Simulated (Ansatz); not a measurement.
# Decaying states in the gap of SrYAlO4, part 2 of 3

Aim: relax a made-up compound, SrYAlO4, and see how good a tunnel barrier it would be. It is built by putting Y for La in the SrLaAlO4 structure of space group I4mm, with the volume rescaled by atomic radii. The parent structure comes from the Materials Project.

Ansatz 0.2.0; PBEsol DFT, plane waves, PAW files (the session's first sound run).

So far. Step 2 (Relaxing the new crystal): The largest force component on a free atom ends at 0.015 eV/Å.

The structure was built from a prototype and need not be the compound's stable phase.

**3. Band edges**

The energy window and the wavevectors of the next steps follow from the band edges, so these are searched first, off the mesh as well.

File input.yaml:

```yaml
crystal:
  lattice:
    - [-1.8426596347, 1.8426596347, 6.0212351958]
    - [1.8426596347, -1.8426596347, 6.0212351958]
    - [1.8426596347, 1.8426596347, -6.0212351958]
  atoms:
    - { symbol: Sr, position: [0.6448963929, 0.6448963929, 0.0] }
    - { symbol: "Y", position: [0.3605647013, 0.3605647013, 0.0] }
    - { symbol: Al, position: [0.0010860075, 0.0010860075, 0.0] }
    - { symbol: O, position: [0.838509584, 0.838509584, 0.0] }
    - { symbol: O, position: [0.1719893616, 0.1719893616, 0.0] }
    - { symbol: O, position: [0.9914774763, 0.4914774763, 0.5] }
    - { symbol: O, position: [0.4914774763, 0.9914774763, 0.5] }
kpoints:
  mp_grid: { grid: [8, 8, 8] }
  band_path: { path: [VBM, CBM], npoints: 30 }
scf:
  occupations: { method: fixed }
hamiltonian:
  xc: pbesol
output:
  eigenvalues: true
  write_potential: true
  write_density: true
  volumetric_format: npy
  elf: true
```

Started as:

```sh
> ansatz run input.yaml --threads 2 --pin off --max-ram 4096MiB --backend cpu --events-out ev --progress --plain --runs-dir out
```

Numbers of over 12 decimals in the logs are rounded to 6 here.

Output:

```text
[...]
Crystal: 7 atoms, lattice volume = 81.778 Å³
Basis set: ecut = 420 eV, 1585 PW (Γ), FFT grids on a1−a2, a2, a1+a3
Bands: 31, of which v1, the nominal top of the filled ones, is band 24 counted from 1 (23 counted from 0)
Symmetry: 8 space group operations
[...]
k-points: 59 of 512 (time reversal used)
[...]
SCF iter   1: F=—  HF=-10067.728450 eV  |F-HF|=—  |Δ(HF+E_count)|=         —  Δρ=1.59e-2  dr2=1.76e-1  ethr=1.77e-3  ⟨swp⟩=5.1  Hψ=7992  notcnv=0  defer=268
[...]
SCF iter   8: F=-10067.683944 eV  HF=-10067.683944 eV  |F-HF|=2.28e-8  |Δ(HF+E_count)|=   1.93e-8  Δρ=7.98e-6  dr2=5.19e-8  ethr=2.08e-10  ⟨swp⟩=10.7  Hψ=7674  notcnv=0
SCF 1 converged in 8 iterations: F = -10067.683944 eV  dr2 = 5.19e-8
[...]
NSCF: frozen V_eff on 30 k-points
[...]
SCF converged after 8 iterations
Free energy (F): -10067.683944 eV
[...]
Internal energy: -10067.683944 eV  (E = F + TS)
E sigma→0 (E₀):  -10067.683944 eV
Fermi energy:    9.709571 eV
[...]
--- Band table (eV; the first three rows and the last of 59) ---
  k-point 0: bands = [... 20 lower, 8.8240, 9.4768, 9.4867, 9.4867, 14.2403, 14.3071, 15.4379, 15.5179, ... 3 higher]
  k-point 1: bands = [... 20 lower, 8.8032, 8.8455, 9.4367, 9.5419, 14.3096, 14.8356, 15.8947, 15.9678, ... 3 higher]
  k-point 2: bands = [... 20 lower, 8.5499, 8.9014, 9.3586, 9.5097, 14.8812, 15.1874, 16.5567, 16.7544, ... 3 higher]
  k-point 58: bands = [... 20 lower, 9.0324, 9.0324, 9.4056, 9.4056, 13.3117, 14.6661, 15.5048, 15.8253, ... 3 higher]
```

It took 11 s on 2 threads of Intel Xeon Platinum 8488C (Sapphire Rapids), shared host; peak memory 0.47 GiB; 22 s of CPU time.

Reading the cycles: dr2 is the Hartree energy of the density residual (eV), the measure of convergence; HF is the Harris–Foulkes estimate of the energy, which meets the free energy F at convergence.

This step gave:

* free energy: -10067.6839 eV
* Fermi energy: 9.710 eV
* gap on the k-mesh: 3.602 eV
* gap on path: 3.602 eV, by band count; negative where bands overlap
* direct gap on path: 3.906 eV
* edge places on path: 0, 3.661 1/A along the path

Electronic bands along the path, in eV, zero at the Fermi level (highest filled level under fixed occupations); v1 is the highest filled band, c1 the lowest empty one:

```csv
point,v4,v3,v2,v1,c1,c2,c3,c4
VBM,-0.97,-0.60,-0.06,0.00,5.27,5.91,6.14,7.42
CBM,-0.68,-0.68,-0.30,-0.30,3.60,4.96,5.80,6.12
```

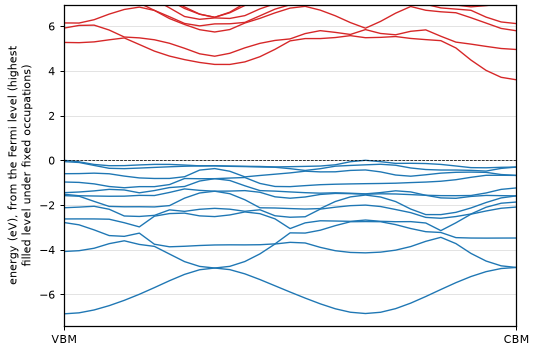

Electronic bands along the path; lines of filled and empty bands in two colours.

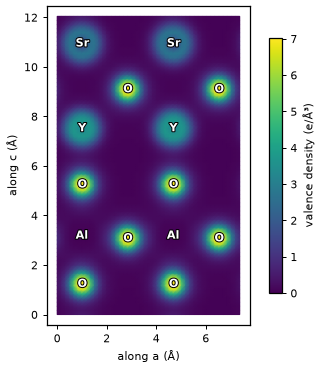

Valence density in the ac plane of the conventional cell at fractional y = 0.000, with atoms of Sr and Y and Al and O within 0.2 Å of it. It is the smooth field of the valence electrons, not physical close to the nuclei. The map starts off the cell's origin, so that atoms lie inside it.

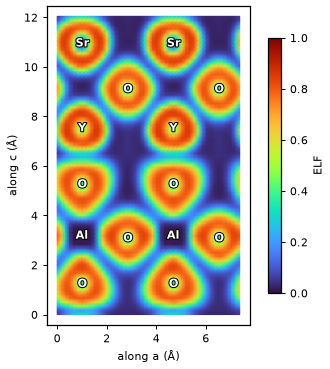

ELF in the ac plane of the conventional cell at fractional y = 0.000, with atoms of Sr and Y and Al and O within 0.2 Å of it. It is the smooth field of the valence electrons, not physical close to the nuclei. The map starts off the cell's origin, so that atoms lie inside it.

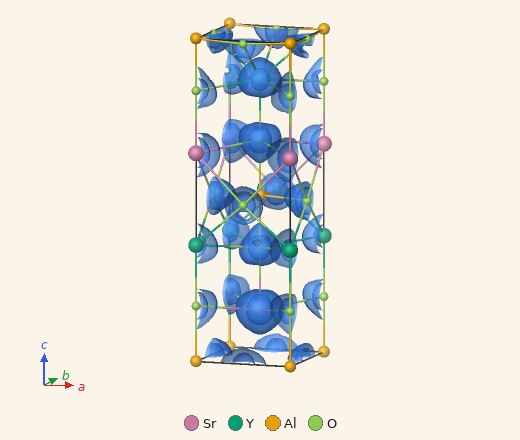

Surface of ELF = 0.78.

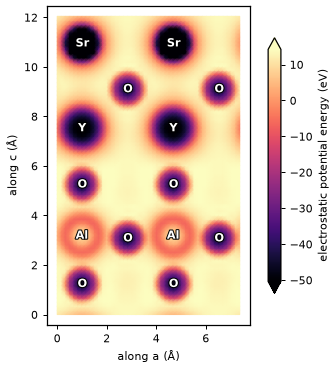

Electrostatic potential energy in the ac plane of the conventional cell at fractional y = 0.000, with atoms of Sr and Y and Al and O within 0.2 Å of it. With pseudopotentials it is smooth inside the atoms' cores, unlike the true potential. The map starts off the cell's origin, so that atoms lie inside it.

The searched edges give 3.60 eV, as on the mesh.

**4. Decaying states in the gap**

This step: PBEsol DFT, plane waves, PAW files; complex bands by layer matching along the plane's normal (Ansatz 0.2.0).

The same crystal is laid in a cell whose first two vectors span the (001) plane (indices of the standard conventional cell, whose axes can be ordered otherwise than in the bulk input). At fixed energy and wavevector in the plane the solver finds all kz, real and complex. A few wavevectors are listed, (0, 0), (-0.5, -0.5) and (0.5, 0) in units of the plane's reciprocal vectors; the slowest state needn't be among them.

File input.yaml:

```yaml
crystal:
  lattice:
    - [3.685319269, 0.0, 0.0]
    - [0.0, 3.685319269, 0.0]
    - [1.842659635, 1.842659635, 6.021235196]
  atoms:
    - { symbol: Sr, position: [0.3551036071, 0.3551036071, 0.2897927858] }
    - { symbol: "Y", position: [0.6394352987, 0.6394352987, 0.7211294026] }
    - { symbol: Al, position: [0.9989139925, 0.9989139925, 0.002172015] }
    - { symbol: O, position: [0.161490416, 0.161490416, 0.677019168] }
    - { symbol: O, position: [0.8280106384, 0.8280106384, 0.3439787232] }
    - { symbol: O, position: [0.5085225237, 0.0085225237, 0.9829549526] }
    - { symbol: O, position: [0.0085225237, 0.5085225237, 0.9829549526] }
kpoints:
  mp_grid: { grid: [6, 6, 6] }
scf:
  occupations: { method: fixed }
hamiltonian:
  xc: pbesol
output:
  eigenvalues: true
  transmission:
    leads: [[0, 0]]
    kpoints: [[0.0, 0.0], [-0.5, -0.5], [0.5, 0.0]]
    e_range: [-1.0, 4.6]
    de: 0.09
```

Output:

```text
[...]
Crystal: 7 atoms, lattice volume = 81.778 Å³
Basis set: ecut = 420 eV, 1585 PW (Γ)
Bands: 31, of which v1, the nominal top of the filled ones, is band 24 counted from 1 (23 counted from 0)
Symmetry: 8 space group operations
[...]
k-points: 30 of 216 (time reversal used)
[...]
SCF iter   1: F=—  HF=-10067.728582 eV  |F-HF|=—  |Δ(HF+E_count)|=         —  Δρ=1.59e-2  dr2=1.77e-1  ethr=1.77e-3  ⟨swp⟩=5.3  Hψ=4065  notcnv=0  defer=136
[...]
SCF iter   8: F=-10067.683939 eV  HF=-10067.683939 eV  |F-HF|=3.12e-8  |Δ(HF+E_count)|=   1.49e-8  Δρ=8.66e-6  dr2=5.96e-8  ethr=2.08e-10  ⟨swp⟩=10.7  Hψ=3861  notcnv=0
SCF 1 converged in 8 iterations: F = -10067.683939 eV  dr2 = 5.96e-8
[...]
transmission: 11 of 33 steps passed
transmission: 22 of 33 steps passed
transmission: 33 of 33 steps passed
SCF converged after 8 iterations
Free energy (F): -10067.683939 eV
[...]
Internal energy: -10067.683939 eV  (E = F + TS)
E sigma→0 (E₀):  -10067.683939 eV
Fermi energy:    9.709568 eV
[...]
--- Band table (eV; the first three rows and the last of 30) ---
  k-point 0: bands = [... 20 lower, 8.8240, 9.4768, 9.4867, 9.4867, 14.2403, 14.3071, 15.4379, 15.5179, ... 3 higher]
  k-point 1: bands = [... 20 lower, 8.9110, 9.2724, 9.4546, 9.4546, 13.9073, 14.3920, 15.4540, 15.9259, ... 3 higher]
  k-point 2: bands = [... 20 lower, 9.0101, 9.0101, 9.4120, 9.4120, 13.4783, 14.5682, 15.4875, 16.0142, ... 3 higher]
  k-point 29: bands = [... 20 lower, 8.6723, 9.2513, 9.5300, 9.7093, 15.1576, 15.5995, 15.6192, 17.1162, ... 3 higher]
--- Transmission ---
  basis      : 121 plane waves across, 11 finite elements along
  points     : 3, as listed
  energies   : 63 from -1.000000 to 4.580000 eV about the Fermi level, 0.090000 eV apart; the leads are filled to 1.801088 eV, and channels, transmission and decay are at 1.790000 eV
  crystal 0  : O4Y1Al1Sr1, at the sites [0, 0], period 6.0212 Å: whole cells are its period
    offset         : up to 0.0000 Å between an atom of the period and one for which it stands
    channels       : 0.000000e0 a spin
    conductance    : none, the energies end too early or step too widely for 300 K: set another output.transmission.e_range or a lower de, or, where they end at an eighth of basis.ecutwfc, a higher one
    slowest decay  : 0.3858 /Å at (0.0000, 0.0000)
```

Elapsed: 20 s, on 2 threads; peak memory 0.51 GiB.

This step gave:

- level to which the leads are filled: 1.801 eV from the Fermi level
- decay constant at the filling level, zone centre: 0.3859 Å⁻¹
- decay constant at the filling level, slowest listed point: 0.3858 Å⁻¹

K parallel (0, 0); values up to 1.5 1/Å, a degenerate pair printed once or twice; energies at which all values exceed this have no row. Table of Im kz of the slowest decaying states by energy, zero at the highest filled level on the SCF mesh:

```csv
energy (eV),decay 1 (Å⁻¹),decay 2 (Å⁻¹),decay 3 (Å⁻¹),decay 4 (Å⁻¹)
-1.000,0.138,0.445,0.446,0.601
-0.460,0.249,0.468,0.618,1.02
-0.010,0.169,0.319,0.425,0.481
0.530,0.287,0.458,0.491,0.574
0.980,0.338,0.494,0.504,0.569
1.520,0.375,0.493,0.526,0.530
1.970,0.391,0.479,0.488,0.538
2.510,0.398,0.406,0.477,0.535
2.960,0.320,0.394,0.464,0.525
3.500,0.133,0.376,0.443,0.504
4.040,0.326,0.416,0.472,0.500
4.490,0.177,0.390,0.420,0.437
```

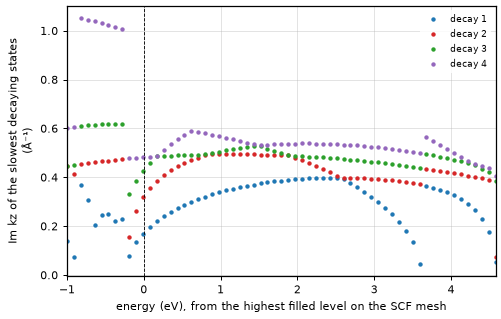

Im kz of the slowest decaying states against energy.

K parallel (-0.5, -0.5); values up to 1.5 1/Å, a degenerate pair printed once or twice; energies at which all values exceed this have no row. The Im kz of the slowest decaying states by energy, zero at the highest filled level on the SCF mesh:

```csv
energy (eV),decay 1 (Å⁻¹),decay 2 (Å⁻¹),decay 3 (Å⁻¹),decay 4 (Å⁻¹)
-1.000,0.204,0.940,1.46,-
-0.460,0.307,1.01,1.42,-
-0.010,0.0895,0.386,1.04,1.09
0.530,0.304,0.450,1.07,1.42
0.980,0.370,0.491,1.08,1.37
1.520,0.413,0.531,1.08,1.30
1.970,0.431,0.560,1.09,1.25
2.510,0.436,0.592,1.09,1.17
2.960,0.428,0.619,1.08,1.10
3.500,0.405,0.661,1.00,1.08
4.040,0.361,0.795,1.07,1.42
4.490,0.304,0.759,1.07,1.40
```

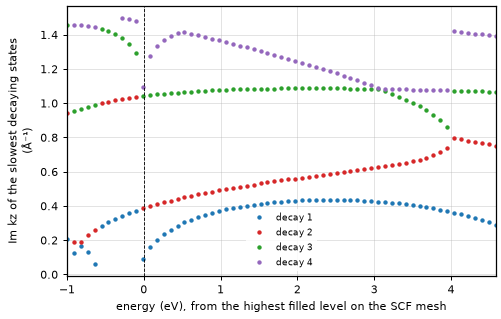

Im kz of the slowest decaying states, plotted against energy.

K parallel (0.5, 0); values up to 1.5 1/Å, a degenerate pair printed once or twice; energies at which all values exceed this have no row. The Im kz of the slowest decaying states by energy, zero at the highest filled level on the SCF mesh:

```csv
energy (eV),decay 1 (Å⁻¹),decay 2 (Å⁻¹),decay 3 (Å⁻¹),decay 4 (Å⁻¹)
-1.000,0.170,0.174,0.448,1.28
-0.460,0.174,0.380,0.431,1.21
-0.010,0.467,0.506,1.14,-
0.530,0.561,0.578,1.06,-
0.980,0.590,0.632,0.648,0.991
1.520,0.613,0.618,0.777,0.904
1.970,0.624,0.628,0.837,-
2.510,0.629,0.636,0.823,-
2.960,0.629,0.639,0.806,-
3.500,0.622,0.637,0.743,0.817
4.040,0.609,0.625,0.694,0.802
4.490,0.593,0.601,0.666,0.771
```

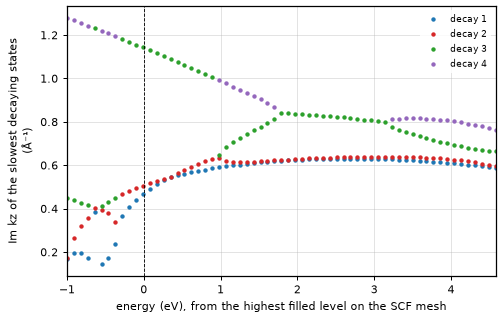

Im kz of the slowest decaying states against energy.

At the listed wavevectors the last open channel is at -0.10 eV and the next at +3.68 eV on the grid. At +1.79 eV, the grid energy nearest the filling level (the middle of the gap on the SCF mesh), the slowest state at the listed wavevectors decays with κ = 0.386 Å⁻¹, its amplitude falling by e over 2.6 Å. Through 1 nm of this crystal that state's transmission falls by exp(−2 × 0.386 Å⁻¹ × 10 Å) = 4.5e-4.

**5. Decay over the two-dimensional zone**

The listed points could miss the slowest state, so one energy near mid-gap is solved on a mesh of 8×8.

input.yaml: that of step 4 with these lines changed.

```diff
@@ -21,6 +21,2 @@
   eigenvalues: true
-  transmission:
-    leads: [[0, 0]]
-    kpoints: [[0.0, 0.0], [-0.5, -0.5], [0.5, 0.0]]
-    e_range: [-1.0, 4.6]
-    de: 0.09
+  transmission: { leads: [[0, 0]], kmesh: [8, 8], e_range: [1.8, 1.81], de: 0.05 }
```

Output:

```text
[...]
Crystal: 7 atoms, lattice volume = 81.778 Å³
Basis set: ecut = 420 eV, 1585 PW (Γ)
Bands: 31, of which v1, the nominal top of the filled ones, is band 24 counted from 1 (23 counted from 0)
Symmetry: 8 space group operations
[...]
k-points: 30 of 216 (time reversal used)
[...]
SCF iter   1: F=—  HF=-10067.728582 eV  |F-HF|=—  |Δ(HF+E_count)|=         —  Δρ=1.59e-2  dr2=1.77e-1  ethr=1.77e-3  ⟨swp⟩=5.3  Hψ=4065  notcnv=0  defer=136
[...]
SCF iter   8: F=-10067.683939 eV  HF=-10067.683939 eV  |F-HF|=3.12e-8  |Δ(HF+E_count)|=   1.49e-8  Δρ=8.66e-6  dr2=5.96e-8  ethr=2.08e-10  ⟨swp⟩=10.7  Hψ=3861  notcnv=0
SCF 1 converged in 8 iterations: F = -10067.683939 eV  dr2 = 5.96e-8
[...]
transmission: 20 of 150 steps passed
transmission: 40 of 150 steps passed
[...]
transmission: 150 of 150 steps passed
SCF converged after 8 iterations
Free energy (F): -10067.683939 eV
[...]
Internal energy: -10067.683939 eV  (E = F + TS)
E sigma→0 (E₀):  -10067.683939 eV
Fermi energy:    9.709568 eV
[...]
--- Band table (eV; the first three rows and the last of 30) ---
  k-point 0: bands = [... 20 lower, 8.8240, 9.4768, 9.4867, 9.4867, 14.2403, 14.3071, 15.4379, 15.5179, ... 3 higher]
  k-point 1: bands = [... 20 lower, 8.9110, 9.2724, 9.4546, 9.4546, 13.9073, 14.3920, 15.4540, 15.9259, ... 3 higher]
  k-point 2: bands = [... 20 lower, 9.0101, 9.0101, 9.4120, 9.4120, 13.4783, 14.5682, 15.4875, 16.0142, ... 3 higher]
  k-point 29: bands = [... 20 lower, 8.6723, 9.2513, 9.5300, 9.7093, 15.1576, 15.5995, 15.6192, 17.1162, ... 3 higher]
--- Transmission ---
  basis      : 121 plane waves across, 10 finite elements along
  points     : 15, standing for a mesh of 8 x 8
  energies   : 1 from 1.800000 to 1.800000 eV about the Fermi level; the leads are filled to 1.801088 eV, and channels, transmission and decay are at 1.800000 eV
[...]
channels       : 0.000000e0 a spin
    conductance    : none, crystal 0 has no channel at the energies, or these end too early or step too widely for 300 K: set another output.transmission.e_range or a lower de, or, where they end at an eighth of basis.ecutwfc, a higher one
    slowest decay  : 0.3862 /Å at (0.0000, 0.0000)
```

Elapsed: 5.3 s, on 2 threads; peak memory 0.49 GiB.

This step gave:

| Item | Value |
| --- | --- |
| least decay constant on the mesh | 0.3862 Å⁻¹ |

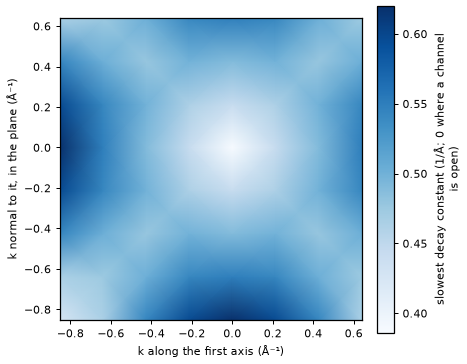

Slowest decay constant (1/Å; 0 where a channel is open) over k1 and k2. At 1.8000 eV from the Fermi level.

The least value on the mesh is 0.386 Å⁻¹ at +1.80 eV. At that energy the listed points give about 0.386 Å⁻¹ by interpolation, so the mesh holds no clearly slower state.

(Continued in part 3 of 3.)

[Logs are printed without paths, hosts, clocks, repeated set-up lines and the standing remarks that a program may print on its own settings, such as how far it seeks lower states.]

[Hosts, paths, dates, database ids (printed as entryN), source tags and the programs' standing remarks are cut or masked in the printed files.]
